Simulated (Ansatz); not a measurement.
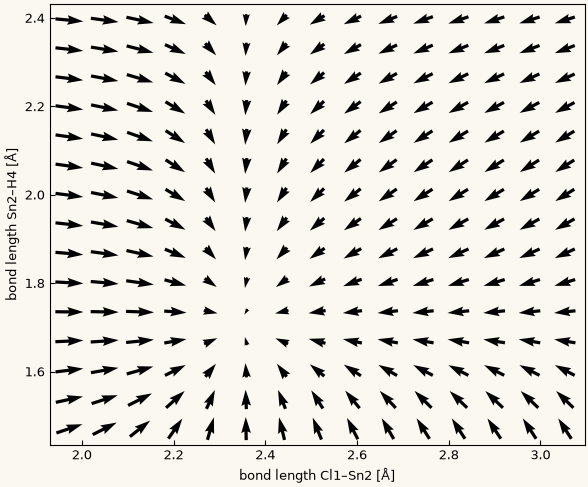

ClH₂Sn, SMILES [Cl][SnH2], spin multiplicity 2. 
- The first coordinate is: bond length Cl1–Sn2; the second: bond length Sn2–H4.
- Nothing is relaxed (all other coordinates rigid).
- Grid: 15 × 15 points.
- Computed with UHF/def2-TZVP (Ansatz).

The picture shows arrows along the force (downhill), their lengths compressed.

The arrows alone are given. Where is the energy lowest?

Answer. The arrows converge at about bond length Cl1–Sn2 = 2.348 Å, bond length Sn2–H4 = 1.711 Å (read from the interpolated surface).

The energy map of the same scan:

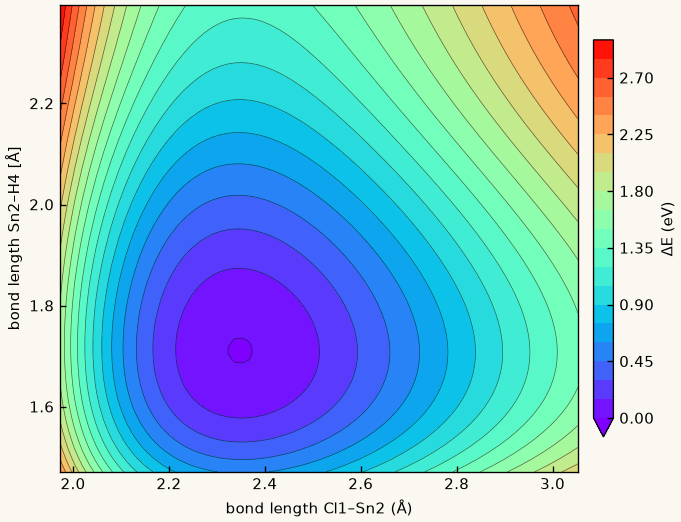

Energies are in eV, from the lowest grid point; between grid points the surface is interpolated.
